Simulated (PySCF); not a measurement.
## A study: C11H14O3, SMILES `CC(C)(C)OC(=O)Oc1ccccc1`

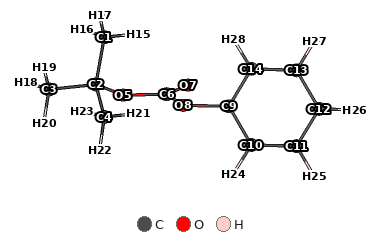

The molecule, with its atoms numbered as below. No frequency check shows the geometry to be a minimum.

Coordinates in Å:

```
C1       3.0698    1.2611   -0.8842
C2       2.9631   -0.0000   -0.0283
C3       4.0298   -0.0006    1.0661
C4       3.0699   -1.2604   -0.8851
O5       1.7098   -0.0004    0.7077
C6       0.5555    0.0002    0.0640
O7       0.3691    0.0012   -1.1200
O8      -0.4196   -0.0003    0.9870
C9      -1.7325   -0.0003    0.5048
C10     -2.3799   -1.2052    0.2842
C11     -3.6933   -1.1992   -0.1516
C12     -4.3500   -0.0001   -0.3693
C13     -3.6933    1.1991   -0.1508
C14     -2.3799    1.2049    0.2851
H15      2.3037    1.2615   -1.6546
H16      4.0466    1.2978   -1.3582
H17      2.9458    2.1454   -0.2629
H18      5.0193   -0.0016    0.6188
H19      3.9211    0.8809    1.6921
H20      3.9211   -0.8821    1.6915
H21      2.3037   -1.2603   -1.6555
H22      2.9458   -2.1452   -0.2644
H23      4.0467   -1.2968   -1.3591
H24     -1.8529   -2.1316    0.4533
H25     -4.2021   -2.1354   -0.3255
H26     -5.3734    0.0001   -0.7134
H27     -4.2021    2.1355   -0.3240
H28     -1.8529    2.1312    0.4548
```

Part 1: Bonding charge

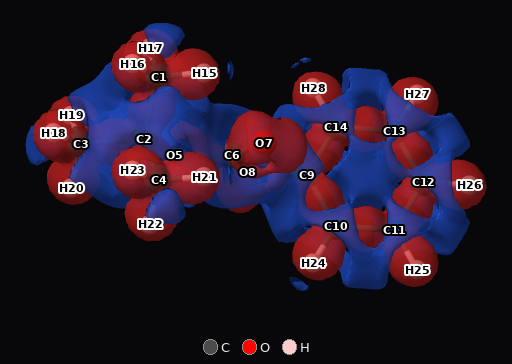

Deformation density (molecule less spherical, spin-averaged free atoms at the same positions), surfaces at ±0.04 e/Å³; red: gain, blue: loss.

Computed with PySCF, LDA (SVWN)/6-31G*, geometry: GFN2-xTB.

> Describe the bonding that the map shows.

The five largest and four smallest: C11–H25 and C13–H27: +0.65 e/Å³ at the bond critical point (bond length 1.08 Å, Mayer order 0.9). C12–H26: +0.65 e/Å³ at the bond critical point (bond length 1.08 Å, Mayer order 0.9). C10–H24 and C14–H28: +0.65 e/Å³ at the bond critical point (bond length 1.08 Å, Mayer order 0.9). C6–O7: +0.64 e/Å³ at the bond critical point (bond length 1.20 Å, Mayer order 1.9). C1–H15 and C4–H21: +0.62 e/Å³ at the bond critical point (bond length 1.09 Å, Mayer order 0.9). O5–C6: +0.32 e/Å³ at the bond critical point (bond length 1.32 Å, Mayer order 1.1). C6–O8: +0.26 e/Å³ at the bond critical point (bond length 1.34 Å, Mayer order 1.1). O8–C9: +0.07 e/Å³ at the bond critical point (bond length 1.40 Å, Mayer order 0.8); up to 0.6 Å beside the axis the gain reaches +0.28 e/Å³. C2–O5: −0.01 e/Å³ at the bond critical point (bond length 1.45 Å, Mayer order 0.8); up to 0.6 Å beside the axis the gain reaches +0.22 e/Å³. In all, 5.6 electrons gather in the regions of gain relative to the promolecule. A small or negative value marks a very polar bond, one between electron-rich atoms, whose free-atom densities already overlap strongly, a long bond to a heavier atom, or a closed-shell contact such as a hydrogen bond.

> Where do the Hirshfeld charges lie?

The highest Hirshfeld charge is on C6 (+0.22 e), the lowest on O7 (−0.25 e).

| atom | charge (e) |
| --- | --- |
| C1 | −0.12 |
| C2 | +0.11 |
| C3 | −0.12 |
| C4 | −0.12 |
| O5 | −0.09 |
| C6 | +0.22 |
| O7 | −0.25 |
| O8 | −0.09 |
| C9 | +0.07 |
| C10 | −0.05 |
| C11 | −0.04 |
| C12 | −0.05 |
| C13 | −0.04 |
| C14 | −0.05 |
| H15 | +0.04 |
| H16 | +0.04 |
| H17 | +0.04 |
| H18 | +0.04 |
| H19 | +0.04 |
| H20 | +0.04 |
| H21 | +0.04 |
| H22 | +0.04 |
| H23 | +0.04 |
| H24 | +0.06 |
| H25 | +0.05 |
| H26 | +0.05 |
| H27 | +0.05 |
| H28 | +0.06 |

Part 2: Bond critical points

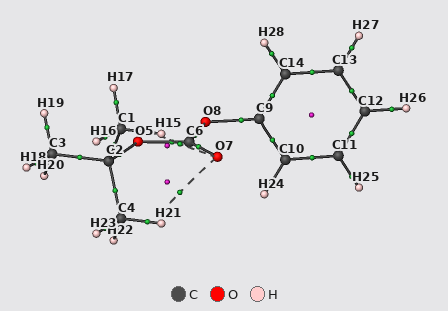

Molecular graph of the electron density (QTAIM): bond paths, bond critical points (green), ring points (magenta, if any); weak paths are dashed.

> How many critical points of each kind are there, and does the count close?

28 nuclei, 30 bond, 3 ring and 0 cage critical points: 28 − 30 + 3 − 0 = 1, as the Poincaré–Hopf relation requires.

> Tabulate density, Laplacian, ellipticity and energy density at the bond critical points (atomic units).

| bond | length (Å) | ρ (a.u.) | ∇²ρ (a.u.) | ε | H (a.u.) |
| --- | --- | --- | --- | --- | --- |
| C6–O7 | 1.199 | 0.422 | +0.37 | 0.15 | −0.715 |
| O5–C6 | 1.322 | 0.322 | −0.46 | 0.12 | −0.519 |
| C9–C10 (2 alike) | 1.385 | 0.316 | −0.86 | 0.23 | −0.322 |
| C11–C12 | 1.384 | 0.313 | −0.84 | 0.19 | −0.315 |
| C12–C13 | 1.385 | 0.313 | −0.84 | 0.19 | −0.314 |
| C13–C14 (2 alike) | 1.384 | 0.312 | −0.83 | 0.19 | −0.314 |
| C6–O8 | 1.343 | 0.307 | −0.52 | 0.10 | −0.483 |
| C11–H25 (2 alike) | 1.080 | 0.276 | −0.98 | 0.01 | −0.280 |
| C12–H26 | 1.080 | 0.275 | −0.98 | 0.01 | −0.280 |
| C10–H24 (2 alike) | 1.079 | 0.275 | −0.98 | 0.01 | −0.280 |
| C1–H15 (2 alike) | 1.087 | 0.270 | −0.94 | 0.01 | −0.271 |
| C3–H20 (2 alike) | 1.086 | 0.269 | −0.91 | 0.01 | −0.267 |
| C3–H18 | 1.086 | 0.268 | −0.91 | 0.01 | −0.266 |
| C4–H23 (2 alike) | 1.086 | 0.268 | −0.90 | 0.01 | −0.265 |
| C1–H17 (2 alike) | 1.088 | 0.268 | −0.90 | 0.01 | −0.264 |
| O8–C9 | 1.399 | 0.261 | −0.36 | 0.06 | −0.378 |
| C2–C3 | 1.528 | 0.248 | −0.55 | 0.04 | −0.197 |
| C2–C4 (2 alike) | 1.528 | 0.246 | −0.55 | 0.03 | −0.196 |
| C2–O5 | 1.453 | 0.229 | −0.36 | 0.00 | −0.298 |
| O7–H15 (2 alike) | 2.370 | 0.014 | +0.05 | 0.47 | +0.001 |

> What kind of interaction is C9–C10?

Shared-shell (covalent): ρ = 0.316, ∇²ρ = −0.86, H = −0.322 a.u. Its ellipticity of 0.23 shows that the density isn't cylindrical about the bond.

> Are there bond paths between atoms that aren't covalently bonded?

Yes: O7–H15 and O7–H21 (2.37 Å, ρ = 0.014).

Part 3: Local ionisation energy

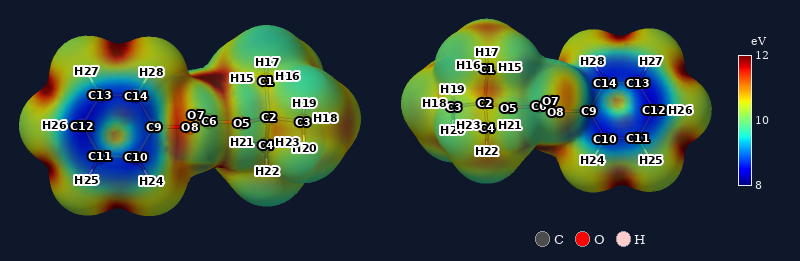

Average local ionisation energy on the surface of electron density 0.001 a.u. (back view left, front view right).

> Where are the most loosely bound electrons on this surface?

The lowest value is 8.5 eV, over C12, off the plane of its three bonds (2.0 Å). Further minima include 8.5 eV, over C10, off the plane of its three bonds (2.0 Å). For comparison, the highest occupied orbital lies at −6.1 eV.

> What volume does the surface enclose, and what is the dipole moment?

About 250 Å³; the dipole moment is 0.5 D.

Part 4: Localised orbitals

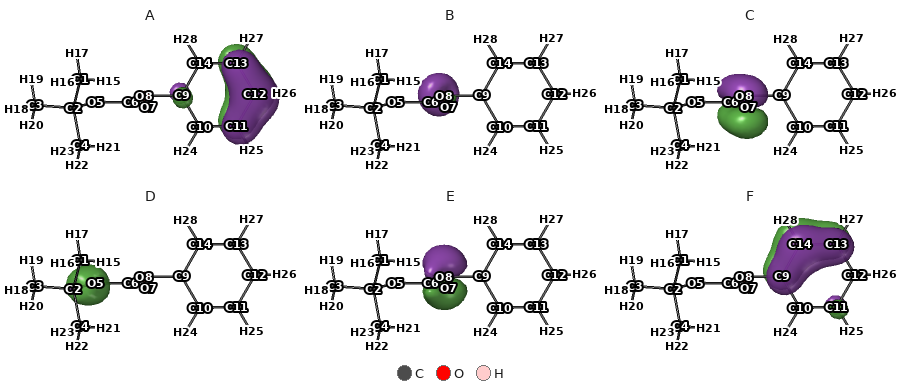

Intrinsic bond orbitals (IBO), occupied; each surface holds about 80 % of the orbital's density. Energies are diagonal elements of the Fock matrix.

Method: r2SCAN/6-31G*; geometry: GFN2-xTB; program: PySCF.

> Name the orbitals, with their atomic make-up and energies.

By panel:
- A: multicentre orbital mainly over C12, C11 and C13 (C12 50 %, C11 22 %, C13 22 %; −7.4 eV)
- B: lone pair on O8 (sp1.4-type) (O8 97 %; −13.4 eV)
- C: π bond O7–C6 (O7 72 %, C6 27 %; −9.3 eV)
- D: σ bond O5–C2 (O5 67 %, C2 31 %; −18.4 eV)
- E: lone pair on O8 (p-type) (O8 89 %, C6 8 %; −9.4 eV)
- F: multicentre orbital mainly over C14, C13 and C9 (C14 50 %, C13 22 %, C9 22 %; −7.5 eV)

> How do all the valence pairs divide up?

38 pairs: 28 σ bonds, 5 lone pairs, 3 multicentre orbitals, 1 strongly polarised pair and 1 two-centre π bond.
